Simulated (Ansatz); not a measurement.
A series of calculations on TiAl

Part 1: Relaxation

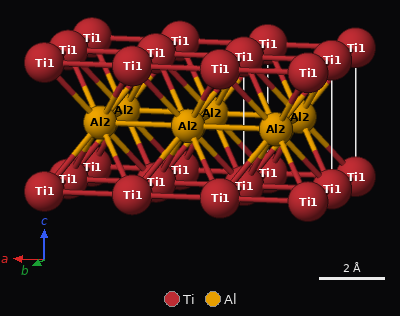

Starting structure of crystalline TiAl (set up in P4/mmm). A ball-and-stick model of the cell of the calculation, repeated 3 × 2 × 1 with one cell outlined, seen from a free direction.

The calculation used DFT r2SCAN, scalar-relativistic, plane waves, PAW (Ansatz 0.2.0).

Input file:
```yaml
crystal:
  lattice:
    - [2.8373, 0.0, 0.0]
    - [0.0, 2.8373, 0.0]
    - [0.0, 0.0, 4.0591]
  atoms:
    - { symbol: Ti, position: [0.0, 0.0, 0.0] }
    - { symbol: Al, position: [0.5, 0.5, 0.5] }
basis:
  ecutwfc: 500
kpoints:
  mp_grid: { grid: [14, 14, 10] }
hamiltonian:
  xc: r2scan
scf:
  occupations: { method: gaussian, width: 0.1 }
output:
  forces: true
  stress: true
  eigenvalues: true
  write_density: true
  write_potential: true
  elf: true
  volumetric_format: npy
relax:
  adjacent_minimum: "off"
  f_tol: 0.005
  max_steps: 80
  cell: { stress_tol: 0.05 }
```

Launched with:
```bash
ansatz run input.yaml --threads 1 --pin off --max-ram 2560MiB --backend cpu --events-out ev --progress --plain --runs-dir out
```

Question: Where does the relaxation end?

Answer: The energy falls by 2.3 meV per atom in 3 accepted moves (4 points after the start). All forces vanish by symmetry, so only the cell relaxes. The pressure goes from −2.05 to 0.00 GPa. At 1 point the geometry stayed and the basis and grid were re-selected for the new cell (energy shift of 0.1 meV per atom at most each time). No atom moves by more than 0.005 Å relative to the cell. Cell: a = b 2.837 → 2.811 Å (−0.9 %), c 4.059 → 4.065 Å (+0.1 %). Volume −1.7 %. Among the contacts that change: Ti1–Ti1 2.837 → 2.811 Å, Al2–Al2 2.837 → 2.811 Å, Ti1–Al2 2.854 → 2.843 Å. The space group stays P4/mmm (No. 123).

History of the run:

```
step  E − E(0), meV/atom  pressure, GPa  volume, Å³/atom                      note
   0                0.00          -2.05           16.338                          
   1               -1.43           1.59           15.851                          
   2               -2.36          -0.01           16.056                          
   3               -2.37           0.00           16.055                          
   4               -2.28           0.00           16.055  same geometry, new basis
```

After the run, drawn alike:

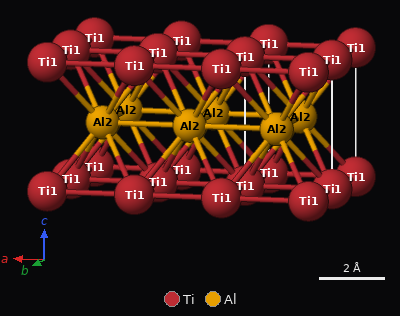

Part 2: Relaxation

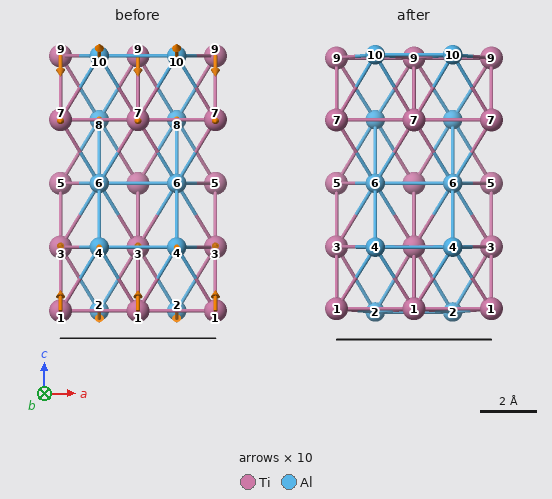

The structure of a slab of composition TiAl (cut from the P4/mmm phase) before (left) and after (right) a relaxation, at one scale. The orange arrows give the displacements, magnified 10 times.

The picture is a ball-and-stick view of the 2 × 1 repeat of the cell, outlined in the plane, without the vacuum, seen along the b axis.

Case: (1 0 1) slab, atoms relaxed. The slab is the (1 0 1) face of TiAl.

Level of theory: Ansatz, DFT r2SCAN, scalar-relativistic, plane waves, PAW.

Input file:
```yaml
crystal:
  lattice:
    - [2.810562101, 0.0, 0.0]
    - [0.0, 4.9420127935, 0.0]
    - [0.0, 0.0, 24.2471934301]
  atoms:
    - { symbol: Ti, position: [0.0, 0.3234287638, 0.3093141489] }
    - { symbol: Al, position: [0.5, 0.8234287638, 0.3093141489] }
    - { symbol: Ti, position: [0.0, 0.6468575275, 0.4046570745] }
    - { symbol: Al, position: [0.5, 0.1468575275, 0.4046570745] }
    - { symbol: Ti, position: [0.0, 0.9702862913, 0.5] }
    - { symbol: Al, position: [0.5, 0.4702862913, 0.5] }
    - { symbol: Ti, position: [0.0, 0.2937150551, 0.5953429255] }
    - { symbol: Al, position: [0.5, 0.7937150551, 0.5953429255] }
    - { symbol: Ti, position: [0.0, 0.6171438188, 0.6906858511] }
    - { symbol: Al, position: [0.5, 0.1171438188, 0.6906858511] }
basis:
  ecutwfc: 500
kpoints:
  mp_grid: { grid: [12, 7, 1] }
hamiltonian:
  xc: r2scan
scf:
  occupations: { method: gaussian, width: 0.1 }
output:
  forces: true
  eigenvalues: true
  write_density: true
  write_potential: true
  elf: true
  volumetric_format: npy
relax:
  adjacent_minimum: "off"
  f_tol: 0.02
  max_steps: 60
efield:
  axis: 3
  dipole_correction: true
  ramp_width: 0.04
```

Command:
```bash
ansatz run input.yaml --threads 1 --pin off --max-ram 2560MiB --backend cpu --events-out ev --progress --plain --runs-dir out
```

Describe what moved and what it gained.

Answer. The largest moves relative to the layer's centre, 0.088 Å, are those of Ti1 and Ti9. Ti1 goes at 30° to the normal (+c side). By element the largest moves are Ti 0.088 Å, Al 0.076 Å. The cell stays as it was. Some distances before and after: Ti1–Ti3 2.811 → 2.748 Å, Al8–Ti9 2.843 → 2.787 Å, Al2–Ti3 2.843 → 2.898 Å, Ti3–Ti5 2.811 → 2.786 Å. Over 3 geometry steps the energy falls by 42.9 meV per cell of the calculation. The largest force component goes from 0.37 to 0.0033 eV/Å.

Part 3: A change

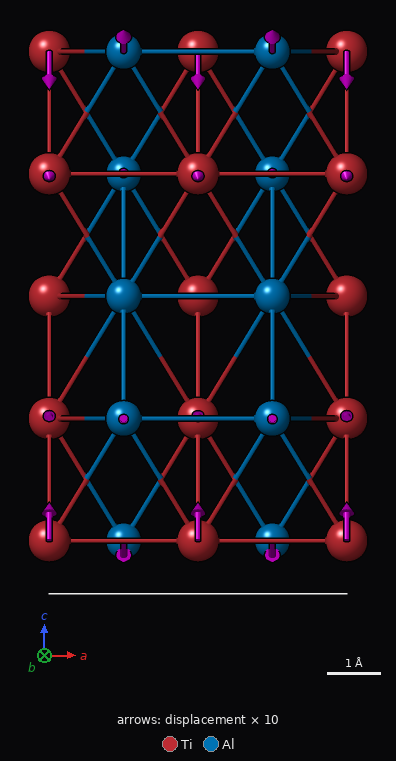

A (1 0 1) slab of TiAl as cut from the relaxed bulk. The purple arrows show how the atoms are displaced, magnified 10 times. A ball-and-stick model of the 2 × 1 repeat of the cell, outlined in the plane, without the vacuum, seen along the b axis.

The calculation used DFT r2SCAN, scalar-relativistic, plane waves, PAW (Ansatz 0.2.0). Settings: plane-wave cutoff 500 eV; occupations gaussian; smearing width 0.1 eV; no spin polarisation. The k-mesh is chosen for each cell (12×7×15, 12×7×1).

**What was done to the structure, and with what result?**

The atoms of the slab are relaxed at the bulk's in-plane cell. The surface energy (mean of the two faces) falls from 1.90 to 1.88 J/m². The top spacing, between the TiAl and TiAl planes, goes from 2.31 to 2.30 Å (−0.5 %), the bottom one (TiAl to TiAl) from 2.31 to 2.30 Å (−0.5 %). The top plane rumples by 0.12 Å. The lattice vectors keep their values. The largest moves relative to the layer's centre, 0.088 Å, are those of Ti atoms. By element the largest moves are Ti 0.088 Å, Al 0.076 Å. Near-neighbour distances before and after: Ti–Ti 2.811 → 2.748 to 2.811 Å, Al–Ti 2.843 → 2.787 to 2.898 Å, Al–Al 2.811 → 2.802 to 2.820 Å.
